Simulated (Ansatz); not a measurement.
## Run report: Al6N6, geometry relaxation

- system: Al6N6
- method: RKS PBE-D4/def2-SVP (Ansatz 0.2.0)

The geometry: GFN2-xTB start. Figures and captions count atoms from 1; the log counts them from 0 in places.

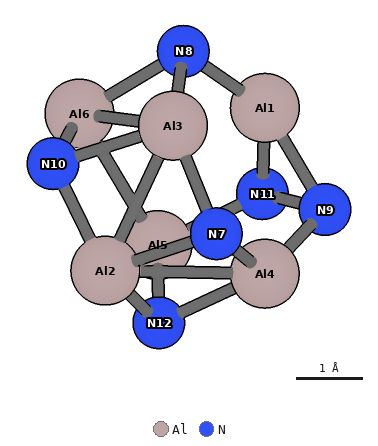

Fig. 1: The starting structure (ball-and-stick view, seen at a tilt; atoms are numbered from 1 in the order of the input). Sticks mark near contacts.

Key numbers:

- outcome: converged
- total energy: −48475.5111 eV
- mean-field energy: −48474.6041 eV
- dispersion energy: −0.9070 eV
- HOMO: −4.57 eV
- LUMO: −3.51 eV
- largest force (length of the vector) at the end: 0.009 eV/Å
- dipole moment: 1.29 D
- hardware: 4 threads of Arm Neoverse V2, 23 GiB of memory available, shared host
- wall time: 20 s (CPU time 74 s)
- peak memory: 0.36 GiB

Input file:
```yaml
crystal:
  periodic: [false, false, false]
  atoms:
    - {symbol: Al, position_ang: [-0.931190, 1.367480, -1.003660]}
    - {symbol: Al, position_ang: [1.079320, -1.226280, 1.215220]}
    - {symbol: Al, position_ang: [0.706310, 1.230230, 1.264910]}
    - {symbol: Al, position_ang: [1.327290, -0.302710, -1.115640]}
    - {symbol: Al, position_ang: [-1.125670, -1.409640, -0.723460]}
    - {symbol: Al, position_ang: [-1.531630, 0.028660, 1.429300]}
    - {symbol: N, position_ang: [2.048300, 0.329130, 0.442690]}
    - {symbol: N, position_ang: [-1.000620, 1.764090, 0.726380]}
    - {symbol: N, position_ang: [0.139600, 0.549680, -2.194460]}
    - {symbol: N, position_ang: [0.015710, -0.281920, 2.338100]}
    - {symbol: N, position_ang: [-1.298850, -0.112360, -1.977880]}
    - {symbol: N, position_ang: [0.571420, -1.936380, -0.401480]}
basis:
  gaussian: {orbitals: def2-SVP}
hamiltonian: {xc: pbe, dispersion: d4}
scf: {lower_state_search: "off"}
output: {orbitals: {seedname: orbitals}}
relax: {f_tol: 0.03, max_steps: 70}
```

Command:
```bash
ansatz run in.yaml --threads 4 --pin off --events-out ev --progress --plain --max-ram 6963MiB
```

The program's output:
```
Functional definition: PBE
  name "PBE"
  cite "Perdew, Burke & Ernzerhof, Phys. Rev. Lett. 77, 3865 (1996) doi:10.1103/PhysRevLett.77.3865"
  parent pbe
  parameter kappa = 0.804
  parameter beta = 0.06672455060314922
  exchange = pbe_x(kappa = kappa, mu = beta*pi^2/3)
  correlation = pbe_c(beta = beta)
these checks for a lower state are left out or cut short: stability, starts, cluster_reference, orbital_swaps, neighbouring_geometries, increment
2190 factors; their error is unknown
mean field evaluation 1: about -48414.5450 eV, gradient 1.6e2 eV
mean field evaluation 2: about -47956.5742 eV, gradient 3.6e2 eV
mean field evaluation 4: about -48377.4904 eV, gradient 1.7e2 eV
mean field evaluation 8: about -48473.9908 eV, gradient 1.5e1 eV
mean field evaluation 16: about -48474.5037 eV, gradient 3.1e-2 eV
mean field evaluation 32: about -48474.3499 eV, gradient 9.2e-5 eV
mean field -48474.34993383 eV, -1781.3995029736 hartree, gradient 8.2e-6 eV, S^2 0.000000; 0 other end points of the search recorded, 0 dependent functions left out
the calculation of the forces begins
reference -48474.34998267 eV, -1781.3995047685 hartree; 60, 60 occupied and 132, 132 virtual orbitals, 2190 factors
relax step   1: F+E_penalty+E_count = -48475.26939804 eV  Δ(F+E_penalty+E_count) = +0.000e0 eV  max|allowed force component| = 1.215e0 eV/Å  Δτ_max = 0.0000 Å  (32 SCF iters, accepted)
these checks for a lower state are left out or cut short: stability, starts, cluster_reference, orbital_swaps, neighbouring_geometries, increment
2190 factors; their error is unknown
mean field -48474.52063663 eV, -1781.4057761861 hartree, gradient 1.9e-6 eV, S^2 0.000000; 0 other end points of the search recorded, 0 dependent functions left out
the calculation of the forces begins
reference -48474.52068521 eV, -1781.4057779712 hartree; 60, 60 occupied and 132, 132 virtual orbitals, 2190 factors
relax step   2: F+E_penalty+E_count = -48475.43319816 eV  Δ(F+E_penalty+E_count) = -1.638e-1 eV  max|allowed force component| = 7.041e-1 eV/Å  Δτ_max = 0.0541 Å  (26 SCF iters, accepted)
these checks for a lower state are left out or cut short: stability, starts, cluster_reference, orbital_swaps, neighbouring_geometries, increment
2190 factors; their error is unknown
mean field -48474.60108260 eV, -1781.4087325208 hartree, gradient 1.7e-6 eV, S^2 0.000000; 0 other end points of the search recorded, 0 dependent functions left out
the calculation of the forces begins
reference -48474.60113103 eV, -1781.4087343007 hartree; 60, 60 occupied and 132, 132 virtual orbitals, 2190 factors
relax step   3: F+E_penalty+E_count = -48475.50809146 eV  Δ(F+E_penalty+E_count) = -7.489e-2 eV  max|allowed force component| = 9.743e-2 eV/Å  Δτ_max = 0.0470 Å  (25 SCF iters, accepted)
these checks for a lower state are left out or cut short: stability, starts, cluster_reference, orbital_swaps, neighbouring_geometries, increment
2190 factors; their error is unknown
mean field -48474.60378549 eV, -1781.4088318502 hartree, gradient 2.7e-6 eV, S^2 0.000000; 0 other end points of the search recorded, 0 dependent functions left out
the calculation of the forces begins
reference -48474.60383397 eV, -1781.4088336319 hartree; 60, 60 occupied and 132, 132 virtual orbitals, 2190 factors
relax step   4: F+E_penalty+E_count = -48475.51034614 eV  Δ(F+E_penalty+E_count) = -2.255e-3 eV  max|allowed force component| = 6.059e-2 eV/Å  Δτ_max = 0.0107 Å  (26 SCF iters, accepted)
these checks for a lower state are left out or cut short: stability, starts, cluster_reference, orbital_swaps, neighbouring_geometries, increment
2190 factors; their error is unknown
mean field evaluation 64: about -48474.6041 eV, gradient 2.7e-6 eV
mean field -48474.60410058 eV, -1781.4088434294 hartree, gradient 2.7e-6 eV, S^2 0.000000; 0 other end points of the search recorded, 0 dependent functions left out
the calculation of the forces begins
reference -48474.60414910 eV, -1781.4088452125 hartree; 60, 60 occupied and 132, 132 virtual orbitals, 2190 factors
relax step   5: F+E_penalty+E_count = -48475.51094686 eV  Δ(F+E_penalty+E_count) = -6.007e-4 eV  max|allowed force component| = 3.027e-2 eV/Å  Δτ_max = 0.0095 Å  (25 SCF iters, accepted)
these checks for a lower state are left out or cut short: stability, starts, cluster_reference, orbital_swaps, neighbouring_geometries, increment
2190 factors; their error is unknown
mean field -48474.60407191 eV, -1781.4088423759 hartree, gradient 2.7e-6 eV, S^2 0.000000; 0 other end points of the search recorded, 0 dependent functions left out
the calculation of the forces begins
reference -48474.60412043 eV, -1781.4088441589 hartree; 60, 60 occupied and 132, 132 virtual orbitals, 2190 factors
relax step   6: F+E_penalty+E_count = -48475.51105322 eV  Δ(F+E_penalty+E_count) = -1.064e-4 eV  max|allowed force component| = 7.390e-3 eV/Å  Δτ_max = 0.0030 Å  (27 SCF iters, accepted)
```

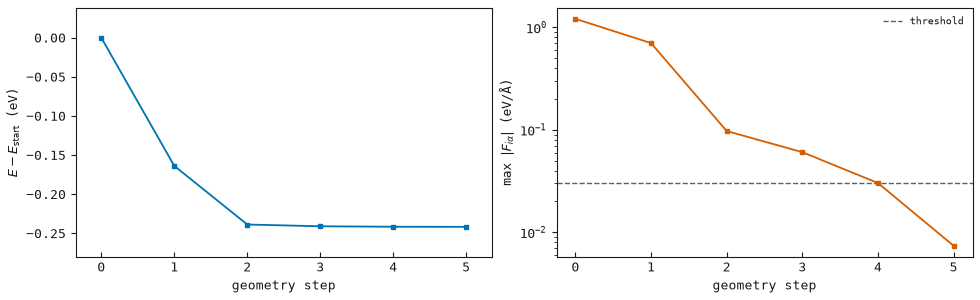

Fig. 2: Progress of the relaxation, step by step (the first geometry is step 0 here and step 1 in the log).

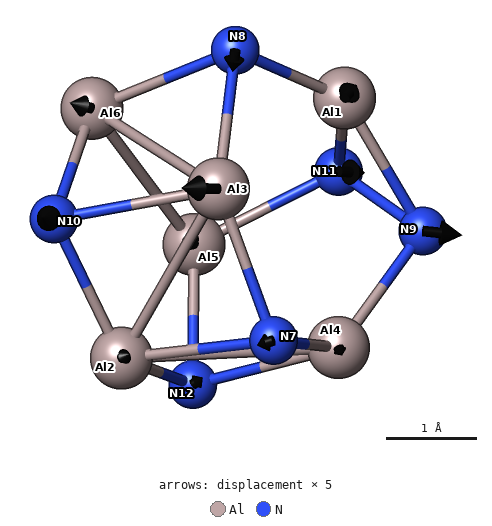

Fig. 3: The starting structure with the displacements as black arrows, magnified 5 times (ball-and-stick view, seen at a tilt). The two geometries are laid on each other by the best rigid fit. The atom that moves furthest after the best rigid fit is Al3 (0.10 Å). Largest moves by element: Al 0.10 Å, N 0.09 Å. Among the contacts that change: Al2–N7 1.989 → 1.922 Å, Al5–N11 1.813 → 1.877 Å, Al3–N10 1.979 → 1.919 Å, Al5–Al6 2.621 → 2.678 Å. Among the angles that change: Al1–N8–Al3 100.4° → 106.8°, N7–Al3–N8 133.4° → 127.2°, Al1–N8–Al6 99.4° → 103.0°. After 5 geometry steps the energy has fallen by 0.242 eV. The largest force component goes from 1.2 to 0.0074 eV/Å. (Atoms are counted from 1 in the order of the input.)

```
Total energy: -48475.51110174 eV, -1781.4421751073 hartree
Atom 0 at    -0.975222     1.371852    -1.050740 Å, force     0.007390    -0.003439    -0.004810 eV/Å
Atom 1 at     1.091442    -1.198414     1.215338 Å, force     0.002040     0.000501    -0.000698 eV/Å
Atom 2 at     0.716368     1.224709     1.367799 Å, force    -0.000435    -0.001345    -0.002507 eV/Å
Atom 3 at     1.337414    -0.315398    -1.130240 Å, force    -0.000498     0.004885     0.001260 eV/Å
Atom 4 at    -1.167645    -1.429782    -0.726126 Å, force    -0.000237    -0.006269     0.002791 eV/Å
Atom 5 at    -1.537937     0.028551     1.488705 Å, force     0.003604    -0.000415     0.000853 eV/Å
Atom 6 at     2.037761     0.296009     0.464391 Å, force    -0.002813    -0.003049     0.000370 eV/Å
Atom 7 at    -0.977883     1.717898     0.713695 Å, force    -0.002749     0.000210     0.000042 eV/Å
Atom 8 at     0.165128     0.580421    -2.275474 Å, force     0.000895     0.002569    -0.000952 eV/Å
Atom 9 at     0.053948    -0.247049     2.406809 Å, force    -0.002244     0.000153     0.000230 eV/Å
Atom 10 at    -1.315806    -0.119750    -2.061974 Å, force    -0.002383     0.003453     0.003328 eV/Å
Atom 11 at     0.572423    -1.909067    -0.412163 Å, force    -0.002570     0.002745     0.000093 eV/Å
Dipole moment:    -0.087796     0.088820     0.238235 e Å
Checks for a lower state left out: stability, starts, cluster_reference, orbital_swaps, neighbouring_geometries, increment
```

Trajectory as extended XYZ (Å, eV, eV/Å), 6 frames, from step=1 to step=6:
```
12
Properties=species:S:1:pos:R:3:forces:R:3 step=1 energy=-48475.26940
Al   -0.9312    1.3675   -1.0037   -0.8071   0.8170   0.0154
Al    1.0793   -1.2263    1.2152    0.3492   0.2708  -0.1758
Al    0.7063    1.2302    1.2649   -0.1890  -0.1163   1.0438
Al    1.3273   -0.3027   -1.1156    0.6344  -0.7137   0.2196
Al   -1.1257   -1.4096   -0.7235   -0.6276  -0.8328   0.4966
Al   -1.5316    0.0287    1.4293   -0.5906   0.0251   0.1749
N     2.0483    0.3291    0.4427    0.1584  -0.5497  -0.0122
N    -1.0006    1.7641    0.7264    0.0503   0.0908   0.1913
N     0.1396    0.5497   -2.1945    0.5554   0.2804  -1.2149
N     0.0157   -0.2819    2.3381    0.4034   0.4870   0.2916
N    -1.2989   -0.1124   -1.9779   -0.5158   0.1011  -0.7958
N     0.5714   -1.9364   -0.4015    0.5793   0.1402  -0.2346
12
Properties=species:S:1:pos:R:3:forces:R:3 step=2 energy=-48475.43320
Al   -0.9554    1.3694   -1.0296   -0.4188   0.4272   0.1839
Al    1.0736   -1.2169    1.2165    0.2944   0.2040  -0.2662
Al    0.7140    1.2269    1.3100   -0.1788  -0.0804   0.5336
Al    1.3436   -0.3037   -1.1310    0.2161  -0.4582   0.2593
Al   -1.1484   -1.4278   -0.7325   -0.2388  -0.3882   0.3964
Al   -1.5419    0.0358    1.4820   -0.2887   0.0477  -0.1346
N     2.0439    0.3162    0.4489    0.0415  -0.3748   0.0636
N    -0.9884    1.7472    0.7194    0.0203  -0.0494   0.1042
N     0.1504    0.5623   -2.2284    0.3177   0.1624  -0.7041
N     0.0314   -0.2699    2.3725    0.2618   0.3493   0.1816
N    -1.2962   -0.1217   -2.0149   -0.3341   0.1063  -0.5122
N     0.5735   -1.9178   -0.4128    0.3074   0.0541  -0.1055
12
Properties=species:S:1:pos:R:3:forces:R:3 step=3 energy=-48475.50809
Al   -0.9852    1.3781   -1.0483    0.0419  -0.0175   0.0374
Al    1.0831   -1.2040    1.2154    0.0869   0.0628  -0.0212
Al    0.7203    1.2271    1.3565   -0.0756  -0.0302   0.0581
Al    1.3421   -0.3170   -1.1303   -0.0337   0.0178  -0.0075
Al   -1.1637   -1.4357   -0.7274    0.0086   0.0243   0.0172
Al   -1.5418    0.0304    1.4918    0.0216   0.0339  -0.0220
N     2.0373    0.2919    0.4651    0.0517  -0.0307  -0.0296
N    -0.9790    1.7216    0.7167   -0.0304   0.0021  -0.0309
N     0.1586    0.5813   -2.2664    0.0974   0.0015  -0.0309
N     0.0541   -0.2423    2.3993   -0.0292  -0.0151   0.0734
N    -1.3040   -0.1184   -2.0580   -0.0941  -0.0372  -0.0090
N     0.5782   -1.9130   -0.4145   -0.0450  -0.0119  -0.0348
12
Properties=species:S:1:pos:R:3:forces:R:3 step=4 energy=-48475.51035
Al   -0.9783    1.3749   -1.0509    0.0318  -0.0225  -0.0003
Al    1.0900   -1.1992    1.2140    0.0097  -0.0023  -0.0117
Al    0.7158    1.2236    1.3656   -0.0090   0.0031   0.0016
Al    1.3410   -0.3160   -1.1317   -0.0288  -0.0011  -0.0024
Al   -1.1677   -1.4292   -0.7236    0.0169   0.0021  -0.0112
Al   -1.5409    0.0309    1.4941    0.0119  -0.0035  -0.0200
N     2.0383    0.2959    0.4634   -0.0095  -0.0062   0.0138
N    -0.9799    1.7189    0.7140    0.0072  -0.0101   0.0104
N     0.1620    0.5768   -2.2742    0.0373   0.0357   0.0027
N     0.0537   -0.2483    2.4072   -0.0006   0.0182  -0.0196
N    -1.3079   -0.1190   -2.0626   -0.0606  -0.0198   0.0114
N     0.5739   -1.9094   -0.4153   -0.0063   0.0064   0.0253
12
Properties=species:S:1:pos:R:3:forces:R:3 step=5 energy=-48475.51095
Al   -0.9735    1.3702   -1.0507   -0.0162   0.0303   0.0249
Al    1.0916   -1.1991    1.2158   -0.0039   0.0065  -0.0072
Al    0.7159    1.2242    1.3663   -0.0063   0.0025   0.0098
Al    1.3377   -0.3152   -1.1302   -0.0003   0.0057  -0.0059
Al   -1.1662   -1.4289   -0.7259   -0.0135  -0.0056  -0.0014
Al   -1.5393    0.0296    1.4912    0.0101  -0.0038  -0.0124
N     2.0379    0.2954    0.4648   -0.0001  -0.0013  -0.0056
N    -0.9790    1.7182    0.7140    0.0076  -0.0061  -0.0118
N     0.1649    0.5807   -2.2764    0.0191  -0.0117   0.0006
N     0.0538   -0.2470    2.4066    0.0019  -0.0015  -0.0017
N    -1.3174   -0.1190   -2.0628    0.0068  -0.0186   0.0057
N     0.5736   -1.9092   -0.4128   -0.0052   0.0034   0.0052
12
Properties=species:S:1:pos:R:3:forces:R:3 step=6 energy=-48475.51105
Al   -0.9752    1.3719   -1.0507    0.0074  -0.0034  -0.0048
Al    1.0914   -1.1984    1.2153    0.0020   0.0005  -0.0007
Al    0.7164    1.2247    1.3678   -0.0004  -0.0013  -0.0025
Al    1.3374   -0.3154   -1.1302   -0.0005   0.0049   0.0013
Al   -1.1676   -1.4298   -0.7261   -0.0002  -0.0063   0.0028
Al   -1.5379    0.0286    1.4887    0.0036  -0.0004   0.0009
N     2.0378    0.2960    0.4644   -0.0028  -0.0030   0.0004
N    -0.9779    1.7179    0.7137   -0.0027   0.0002   0.0000
N     0.1651    0.5804   -2.2755    0.0009   0.0026  -0.0010
N     0.0539   -0.2470    2.4068   -0.0022   0.0002   0.0002
N    -1.3158   -0.1197   -2.0620   -0.0024   0.0035   0.0033
N     0.5724   -1.9091   -0.4122   -0.0026   0.0027   0.0001
```

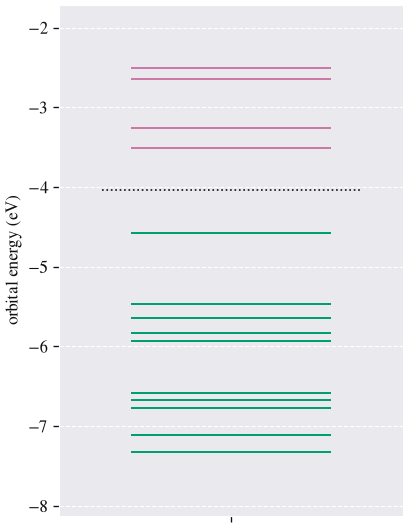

Fig. 4: Orbital energies near the frontier; the dotted line parts filled from empty levels, and levels within 0.02 eV of each other stand side by side. Highest filled −4.57 eV, lowest empty −3.51 eV, 1.06 eV apart.
